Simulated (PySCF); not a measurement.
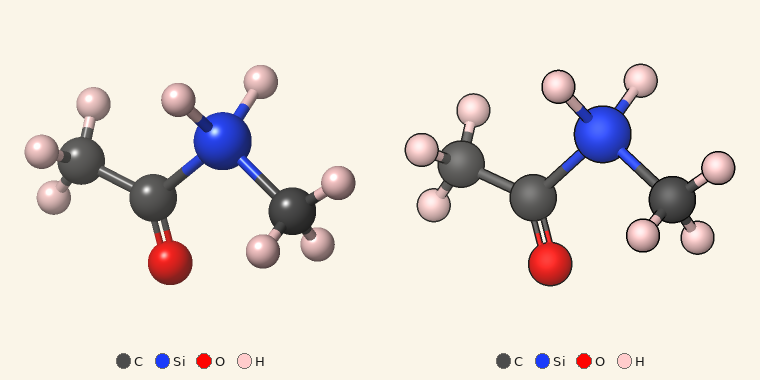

The same structure drawn twice, from different directions.

The geometry was computed by an optimisation with PBE0-D3(BJ)/def2-SVP. No frequency run is at hand to confirm it as a minimum.

Describe the molecule.

The molecule is C₃H₈OSi. As SMILES it reads `C[SiH2]C(C)=O`. It has no ring. Among its groups: Si–H bond. The point group is C1. Coordination: 2 C tetrahedral; 1 Si tetrahedral; 1 C trigonal planar.

The parts below concern this one geometry. Atoms keep their numbers from picture to picture.

## Electronic properties

No frequency run is at hand to confirm it as a minimum. Properties computed with B97-2/pcSseg-2, gas phase (PySCF 2.14.0).

Predict the main results.

- dipole moment: 1.95 D
- HOMO energy (Kohn–Sham orbital): −6.54 eV
- LUMO energy (Kohn–Sham orbital): −1.17 eV
- HOMO–LUMO gap: 5.37 eV

## Bond orders

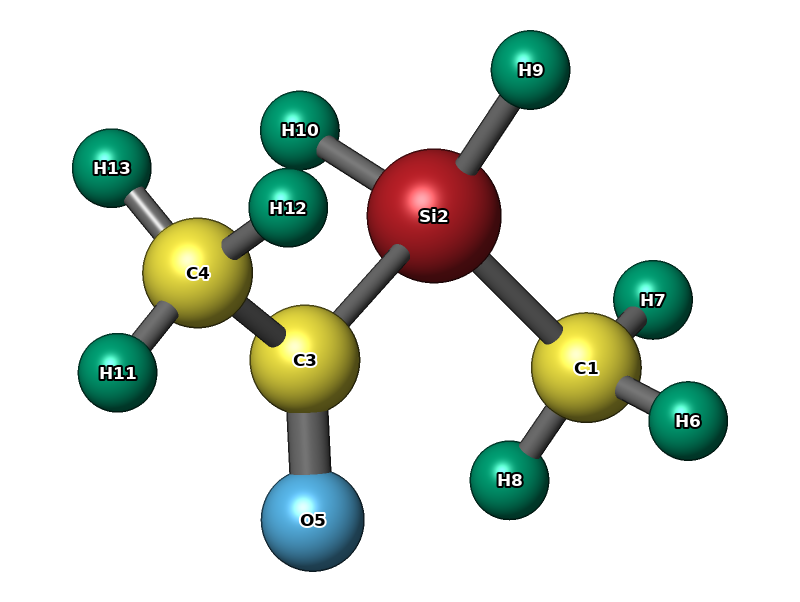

The thickness of each stick grows with its Mayer bond order. No frequency run is at hand to confirm it as a minimum. Computed with PBE0/6-31G (PySCF 2.14.0).

**Which bond has the highest Mayer bond order?**

C3–O5, 1.79, at a length of 1.212 Å.

**Which bond has the lowest Mayer bond order?**

Si2–C3, 0.76, at 1.944 Å.

List the Mayer bond orders of C1–Si2, C1–H6, C1–H7, C1–H8, Si2–C3, Si2–H9, Si2–H10, C3–C4, C3–O5, C4–H11, C4–H12, C4–H13.

```tsv
bond	Mayer order	length (Å)
C1–Si2	0.92	1.869
C1–H6	0.93	1.100
C1–H7	0.93	1.100
C1–H8	0.92	1.100
Si2–C3	0.76	1.944
Si2–H9	0.92	1.498
Si2–H10	0.92	1.499
C3–C4	0.89	1.507
C3–O5	1.79	1.212
C4–H11	0.93	1.099
C4–H12	0.92	1.103
C4–H13	0.92	1.102
```

## NMR shielding

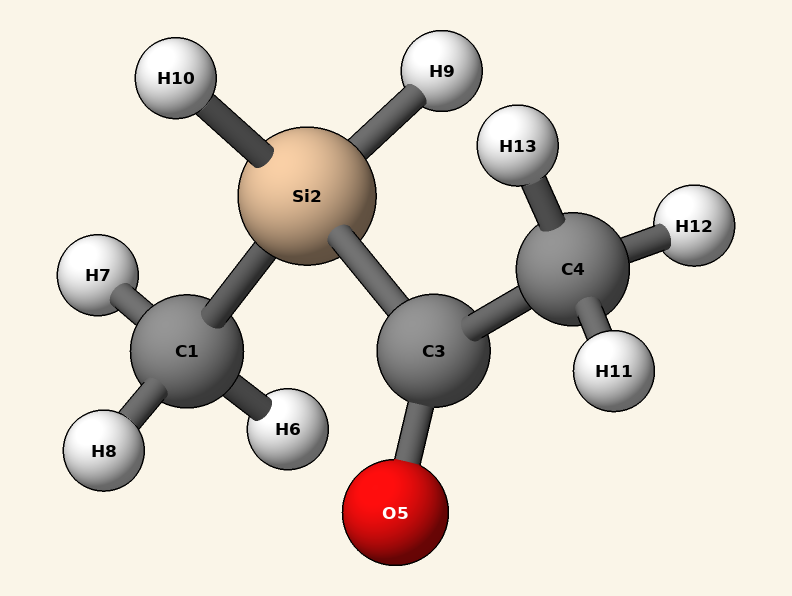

No frequency run is at hand to confirm it as a minimum. Level of theory: GIAO CAM-B3LYP/pcSseg-2 NMR shielding, non-relativistic, gas phase (PySCF 2.14.0). Principal shieldings σ11 ≤ σ22 ≤ σ33, span Ω = σ33 − σ11, skew κ = 3(σiso − σ22)/Ω.

Give the shielding tensors of the Si atoms.

```csv
atom,σ11,σ22,σ33,σiso,Ω,κ
Si2,333.7,371.9,463.2,389.6,129.5,0.41
```

Shieldings and span in ppm.
